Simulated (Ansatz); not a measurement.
**Mo5W: further runs on a relaxed guess**

Aim: for this structure of Mo5W, repeat the electronic structure at other levels of theory.

Method: DFT PBE, scalar-relativistic, plane waves, PAW, unless a step names another level, in Ansatz 0.2.0.

1 further run of the same task is left out (set aside as unsound or not needed). Runs told in other sessions of the task aren't counted.

### 1 Starting point

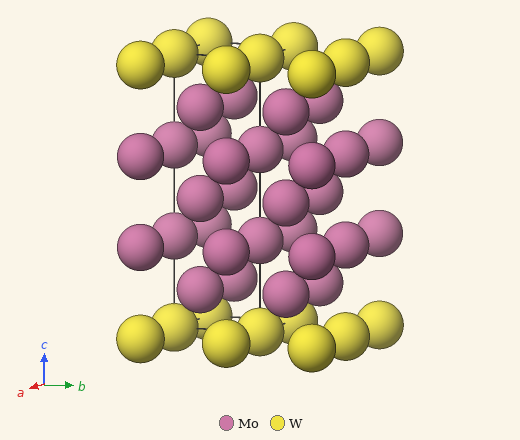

The starting structure, seen slightly off an axis (molybdenum pink, tungsten yellow). 2×2×1 cells are drawn. Atoms on the faces are drawn again on the opposite ones.

Coordinates:

```
CELL_PARAMETERS angstrom
3.16414 0.00000 0.00000
0.00000 3.16414 0.00000
0.00000 0.00000 9.49516
ATOMIC_POSITIONS crystal
Mo 0.00000 0.00000 0.66608
Mo 0.50000 0.50000 0.83287
Mo 0.50000 0.50000 0.16712
Mo 0.00000 0.00000 0.33392
Mo 0.50000 0.50000 0.50000
W 0.00000 0.00000 0.00000
```

It is the end of an earlier relaxation with the same method, from a generated guess; it is a trial structure. At a tolerance of 0.05 Å it has space group P4/mmm (No. 123); it has 15.84 Å³/atom, an uncorrected energy of -0.00 eV/atom over the elements and, on its mesh, gap none (metal).

### 2 The same geometry with r2SCAN

Input file input.yaml:

```yaml
crystal:
  lattice:
    - [3.1641359, 0.0, 0.0]
    - [0.0, 3.1641359, 0.0]
    - [0.0, 0.0, 9.4951626]
  atoms:
    - { symbol: Mo, position: [0.0, 0.0, 0.66608] }
    - { symbol: Mo, position: [0.5, 0.5, 0.832875] }
    - { symbol: Mo, position: [0.5, 0.5, 0.167125] }
    - { symbol: Mo, position: [0.0, 0.0, 0.33392] }
    - { symbol: Mo, position: [0.5, 0.5, 0.5] }
    - { symbol: W, position: [0.0, 0.0, 0.0] }
basis:
  ecutwfc: 500
kpoints:
  mp_grid: { grid: [12, 12, 4] }
  band_path:
    path:
      - [[0.0, 0.0, 0.0], [0.0, 0.5, 0.0], [0.5, 0.5, 0.0], [0.0, 0.0, 0.0], [0.0, 0.0, 0.5], [0.0, 0.5, 0.5], [0.5, 0.5, 0.5], [0.0, 0.0, 0.5]]
      - [[0.0, 0.5, 0.0], [0.0, 0.5, 0.5]]
      - [[0.5, 0.5, 0.0], [0.5, 0.5, 0.5]]
    npoints: 14
hamiltonian:
  xc: r2scan
scf:
  occupations: { method: gaussian, width: 0.1 }
  n_extra_bands: 15
output:
  forces: true
  stress: true
  eigenvalues: true
  populations: true
  dos: { projected: true, de: 0.02, nscf_kmesh: { grid: [15, 15, 5] } }
  bader: true
```

Run with:

```console
$ ansatz run input.yaml --threads 4 --pin off --max-ram 8192MiB --backend cpu --events-out ev --progress --plain --runs-dir out
```

Output:

```text
Warning: RAYON_NUM_THREADS=4 ignored (pool sized by the plan → 4); use --threads N
scf.n_extra_bands = 15 over 42 filled bands (N_el = 84.0): the run solves 57 bands
Engine: ansatz 0.2.0, x86_64-unknown-linux-gnu
Pseudopotentials: kind: paw
Pseudopotential: Mo, paw, valence charge 14, recommended cutoff 500 eV (meta_gga), Mo.paw.azcp
Pseudopotential: W, paw, valence charge 14, recommended cutoff 500 eV (meta_gga), W.paw.azcp
Functional definition: r2SCAN
  parameter k0 = 0.174
  parameter k1 = 0.065
  parameter a1 = 4.9479
  exchange = r2scan_x(k0 = k0, k1 = k1, a1 = a1)
  correlation = r2scan_c
Crystal: 6 atoms, lattice volume = 95.063 Å³
Basis set: ecut = 500 eV, 2407 PW (Γ), exchange–correlation on 96×96×288 points (64 copies of the dense FFT grid, shifted against one another)
Bands: 57, of which v1, the nominal top of the filled ones, is band 42 counted from 1 (41 counted from 0)
Symmetry: 16 space group operations
Space group: P4/mmm (ITA 123), of the structure as read, at distance tolerance 4.6e-5 Å
k-points: 84 of 576
Non-local potential: Mo, projectors of the file, l = 0: 3, l = 1: 2, l = 2: 2, l = 3: 1
Non-local potential: W, projectors of the file, l = 0: 3, l = 1: 2, l = 2: 2, l = 3: 1
PAW form: soft (Blöchl's): semilocal exchange-correlation on the pseudo side does not see the compensation charge
PAW frozen core: Mo, regenerated for the run's functional (the file was generated under x = pbe(κ = 0.804, μ = 0.2195149727645171), c = pbe(β = 0.06672455060314922))
PAW frozen core: W, regenerated for the run's functional (the file was generated under x = pbe(κ = 0.804, μ = 0.2195149727645171), c = pbe(β = 0.06672455060314922))
PAW one-centre angular grid: Mo, 590 points (default); XC on 160 Gauss nodes
PAW one-centre angular grid: W, 590 points (default); XC on 160 Gauss nodes
Initial density: superposition of atomic densities (neutral atoms: chi_scale 0, normalization atom), corrected by the library's trained network
Initial wavefunctions: pseudopotential atomic-orbital guess
Functional: x = r2scan, c = r2scan; τ floored in thin density (d = 2e-4 eV/Å³)
SCF iter   1: F=—  HF=-35235.302948 eV  |F-HF|=—  |Δ(HF+E_count)|=         —  Δρ=1.14e-2  dr2=2.75e-1  dr2_τ=1.68e-1  ethr=1.77e-3  ⟨swp⟩=5.4  Hψ=19033  notcnv=0  defer=8
preconditioner: auto → Kerker (q_TF=auto, 2.673 Å⁻¹)  [metal: Δε(μ)=0.015 eV  Ē_g=5.557 eV  σ=0.100 eV  W_gap=0.09  n_scr=28 (ndim 8)  ℏωp=22.9 eV  f_vac=0.000  D(μ)=3.42/eV (n_scr^D=26)]
SCF iter   2: F=—  HF=-35235.302842 eV  |F-HF|=—  |Δ(HF+E_count)|=   1.06e-4  Δρ=4.81e-3  dr2=2.11e-2  dr2_τ=6.94e-3  ethr=3.28e-4  ⟨swp⟩=1.1  Hψ=5550  notcnv=0  defer=35
SCF iter   3: F=—  HF=-35235.301549 eV  |F-HF|=—  |Δ(HF+E_count)|=   1.29e-3  Δρ=2.65e-3  dr2=5.45e-3  dr2_τ=1.41e-3  ethr=2.51e-5  ⟨swp⟩=2.0  Hψ=5449  notcnv=0  defer=35
SCF iter   4: F=—  HF=-35235.301446 eV  |F-HF|=—  |Δ(HF+E_count)|=   1.03e-4  Δρ=1.26e-3  dr2=1.84e-3  dr2_τ=3.49e-4  ethr=6.49e-6  ⟨swp⟩=2.0  Hψ=5530  notcnv=0  defer=35
SCF iter   5: F=—  HF=-35235.301436 eV  |F-HF|=—  |Δ(HF+E_count)|=   1.01e-5  Δρ=4.54e-4  dr2=2.78e-4  dr2_τ=6.27e-5  ethr=2.19e-6  ⟨swp⟩=2.0  Hψ=5213  notcnv=0  defer=35
SCF iter   6: F=—  HF=-35235.301444 eV  |F-HF|=—  |Δ(HF+E_count)|=   8.35e-6  Δρ=1.83e-4  dr2=2.17e-5  dr2_τ=2.41e-6  ethr=3.31e-7  ⟨swp⟩=2.0  Hψ=5340  notcnv=0  defer=35
SCF iter   7: F=—  HF=-35235.301452 eV  |F-HF|=—  |Δ(HF+E_count)|=   7.36e-6  Δρ=3.39e-5  dr2=2.89e-6  dr2_τ=1.81e-7  ethr=2.58e-8  ⟨swp⟩=2.1  Hψ=6061  notcnv=0  defer=216
SCF iter   8: F=-35235.301451 eV  HF=-35235.301452 eV  |F-HF|=3.50e-8  |Δ(HF+E_count)|=   2.47e-8  Δρ=5.33e-6  dr2=4.96e-8  dr2_τ=6.00e-9  ethr=1.19e-10  ⟨swp⟩=8.1  Hψ=21085  notcnv=0
SCF 1 converged in 8 iterations: F = -35235.301451 eV  dr2 = 4.96e-8
NSCF: frozen V_eff on 129 k-points
NSCF: frozen V_eff on 108 k-points
SCF converged after 8 iterations
Free energy (F): -35235.301451 eV
Harris-Foulkes:  -35235.301452 eV  (|F-HF|=3.50e-8)
Internal energy: -35235.284161 eV  (E = F + TS)
E sigma→0 (E₀):  -35235.292806 eV
Entropy (-TS):   -0.017291 eV (-2.882 meV/atom)
Fermi energy:    21.095153 eV
--- Per-component energies (eV) ---
  E_band       = -455.855011
  E_kinetic    = 2646.991357
  E_local      = -4553.097404  (includes V_loc(G=0)·N_el)
  E_nonlocal   = 711.455063
  E_hartree    = 1517.737582
  E_xc         = -1140.932744
  E_vxc        = -1540.306392  (∫ρ·V_xc dr)
  E_paw        = -24678.465690  (= ΣΔE_a)
  E_vpaw       = -854.630813  (= ΣTr[D̂ρ^β])
  E_aug_tail   = -0.000020  (compensation charges beyond the density's cutoff)
  E_vtau       = 98.256857  (kinetic-family band-sum trace: ∫τ·v_τ [+ j·A + Jᵃ·Aᵃ] dr)
  E_ewald      = -9737.278337
  E_core_change = -1.693967  (= ΣΔE_core)
  E_smearing   = -0.017291  (= −TS)
  E_closure    = -0.000000  (closes the sum)
  Σ components = -35235.301451   (vs F -35235.301451, Δ=0.00e0)
--- Forces (eV/Å), atoms counted from 1 ---
  atom   1  Mo     0.00000000     0.00000000     0.02711273
  atom   2  Mo     0.00000000     0.00000000     0.02087343
  atom   3  Mo     0.00000000     0.00000000    -0.02087343
  atom   4  Mo     0.00000000     0.00000000    -0.02711273
  atom   5  Mo     0.00000000    -0.00000000     0.00000000
  atom   6  W     -0.00000000     0.00000000     0.00000000
  max |Σ_I F_I| component: 2.84e-29 eV/Å
--- Stress (GPa, compression-positive) ---
       -2.939479       0.000000       0.000000
        0.000000      -2.939479       0.000000
        0.000000       0.000000      -2.943242
  P = ⅓ Tr σ = -2.9407 GPa (-29.407 kbar)
--- Band table (eV; the first three rows and the last of 84) ---
  k-point 0: bands = ["-54.9537", "-42.2061", "-42.0956", "-41.9514", "-41.8490", "-41.7936", "-18.5982", "-18.4834", "-18.4834", "-15.7071", "-15.6675", "-15.6455", "-15.6455", "-15.4478", "-15.4478", "-15.3531", "-15.1786", "-15.1573", "-15.1573", "-14.9499", "-14.9499", "-14.8151", "-14.7816", "-14.7816", "12.8241", "15.0369", "15.4065", "15.4109", "15.5039", "16.7208", "16.8124", "16.9300", "16.9641", "19.6237", "19.6237", "19.6338", "19.6856", "19.6856", "19.7670", "19.7670", "20.2746", "20.3493", "20.6894", "20.7895", "21.6559", "21.6559", "21.8593", "21.8593", "22.9724", "23.0018", "23.3154", "23.5941", "23.8546", "24.1433", "25.2847", "25.2847", "25.3177"]
  k-point 1: bands = ["-54.9537", "-42.2058", "-42.0969", "-41.9489", "-41.8517", "-41.7924", "-18.5982", "-18.4834", "-18.4834", "-15.7149", "-15.6481", "-15.6481", "-15.6426", "-15.4403", "-15.4403", "-15.4153", "-15.1677", "-15.1677", "-15.1117", "-14.9417", "-14.9417", "-14.8369", "-14.7842", "-14.7842", "12.9461", "14.4187", "15.4918", "15.5431", "16.1564", "16.1823", "16.4791", "17.1502", "17.4982", "19.3074", "19.5937", "19.5937", "19.6370", "19.6370", "19.7035", "19.9672", "19.9672", "20.2684", "20.9703", "20.9703", "21.2969", "21.3193", "22.7099", "22.7112", "22.7112", "22.7796", "23.0406", "23.6166", "24.1458", "24.3632", "24.8055", "24.8055", "25.1917"]
  k-point 2: bands = ["-54.9537", "-42.2054", "-42.0982", "-41.9464", "-41.8545", "-41.7913", "-18.5982", "-18.4834", "-18.4834", "-15.7195", "-15.6506", "-15.6506", "-15.6135", "-15.4693", "-15.4327", "-15.4327", "-15.1781", "-15.1781", "-15.0523", "-14.9337", "-14.9337", "-14.8668", "-14.7870", "-14.7870", "13.1282", "13.9988", "15.7029", "15.8046", "15.8764", "15.9652", "16.7843", "16.9636", "18.3362", "18.3725", "19.5762", "19.5762", "19.6204", "19.6204", "19.8714", "19.9669", "20.3243", "20.3243", "20.4268", "20.4268", "21.9079", "22.0696", "22.0943", "22.2365", "23.1656", "23.3957", "23.6219", "23.6219", "23.9506", "23.9506", "24.5614", "24.6402", "24.7588"]
  k-point 83: bands = ["-54.9328", "-41.9785", "-41.9672", "-41.9467", "-41.8997", "-41.8879", "-18.7337", "-18.7337", "-18.5290", "-16.0739", "-16.0739", "-15.7598", "-15.7598", "-15.4232", "-15.4214", "-15.4214", "-15.4103", "-15.2736", "-15.2279", "-15.2049", "-15.0432", "-15.0432", "-14.8301", "-14.8301", "15.6846", "15.9698", "16.0489", "16.0932", "17.4142", "17.4142", "17.4692", "17.4692", "18.1458", "18.1458", "18.1510", "18.2088", "18.2106", "18.2106", "21.0015", "21.0015", "21.2620", "21.2620", "23.0107", "23.0356", "23.1933", "23.2085", "23.5644", "23.5934", "23.6178", "23.6283", "23.7036", "23.7082", "24.1285", "24.5506", "27.4158", "27.4158", "27.8793"]
--- Löwdin populations: 6 sites ---
  site symbol       q [e]
     0     Mo     13.9199
     1     Mo     13.9909
     2     Mo     13.9909
     3     Mo     13.9199
     4     Mo     13.9174
     5      W     13.6786
  spilling = 0.006933 (of n_electrons = 84.000000)
--- Bader charges: 6 sites ---
  site symbol  charge [e]  shift [e]
     0     Mo      0.0172     0.0000
     1     Mo      0.0333     0.0000
     2     Mo      0.0333     0.0000
     3     Mo      0.0172     0.0000
     4     Mo     -0.0021     0.0000
     5      W     -0.0988     0.0001
  estimated error of the sums over rays = 6.3e-4 e
```

Run time: 24 s. Hardware: 4 threads of Intel Xeon 6975P-C (Granite Rapids), shared host; peak memory 1.1 GiB.

By site:

```
atom  Löwdin electrons  Bader charge (e)  Bader volume (Å³)
 Mo1             13.92             +0.02               15.8
 Mo2             13.99             +0.03               15.5
 Mo3             13.99             +0.03               15.5
 Mo4             13.92             +0.02               15.8
 Mo5             13.92             -0.00               15.8
  W6             13.68             -0.10               16.8
```

The Löwdin counts miss 0.58 of the 84 electrons, which the atomic orbitals do not span, so they are no charges.

bands.tsv at the labelled points (eV, zero at the Fermi level; the bands nearest the Fermi level):

```
point  band 39  band 40  band 41  band 42  band 43  band 44  band 45  band 46
    Γ    -1.33    -1.33    -0.82    -0.75    -0.41    -0.31     0.56     0.56
    X    -0.75    -0.69    -0.68    -0.68    -0.63    -0.57     0.81     0.97
    M    -1.61    -1.61     1.28     1.28     1.80     1.84     2.33     2.36
    Γ    -1.33    -1.33    -0.82    -0.75    -0.41    -0.31     0.56     0.56
    Z    -1.22    -1.13    -0.77    -0.77    -0.67    -0.67     0.81     0.97
    R    -1.96    -1.96     0.07     0.11     0.21     0.29     1.28     1.28
    A    -0.09    -0.09     0.17     0.17     1.92     1.94     2.10     2.11
    Z    -1.22    -1.13    -0.77    -0.77    -0.67    -0.67     0.81     0.97
    X    -0.75    -0.69    -0.68    -0.68    -0.63    -0.57     0.81     0.97
    R    -1.96    -1.96     0.07     0.11     0.21     0.29     1.28     1.28
    M    -1.61    -1.61     1.28     1.28     1.80     1.84     2.33     2.36
    A    -0.09    -0.09     0.17     0.17     1.92     1.94     2.10     2.11
```

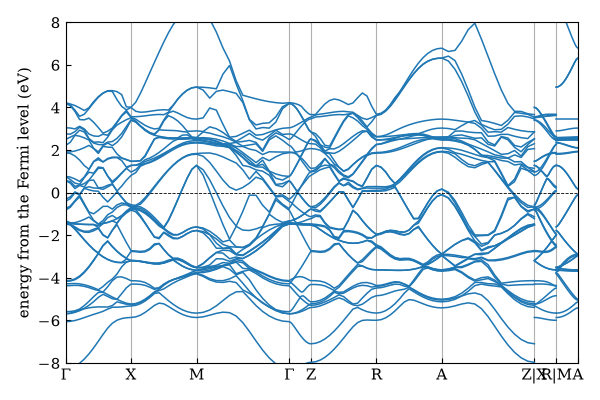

Bands along the path. Deeper bands lie below the window drawn.

Counts of states by energy window (eV from the Fermi level), total and by projection:

```csv
from,to,total,Mo 5s,Mo 4d,W 5d
-8,-7,0.31,0.18,0.01,0.00
-7,-6,0.68,0.37,0.08,0.02
-6,-5,3.28,0.75,1.72,0.43
-5,-4,7.25,0.90,5.11,0.98
-4,-3,7.58,0.14,6.13,1.16
-3,-2,6.95,0.24,5.54,0.94
-2,-1,7.15,0.60,5.20,0.93
-1,0,2.88,0.23,2.05,0.34
0,1,4.86,0.12,3.85,0.63
1,2,7.17,0.07,5.97,1.02
2,3,9.61,0.22,7.91,1.32
```

The solved bands begin to run out at 3.6 eV, so nothing above is shown.

Below -8 eV lie 48 or so more states.

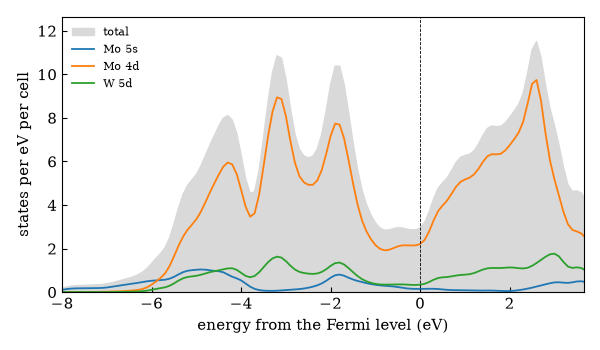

Total and projected density of states, smoothed over about 0.40 eV.

(Part 1 of 2 ends here.)
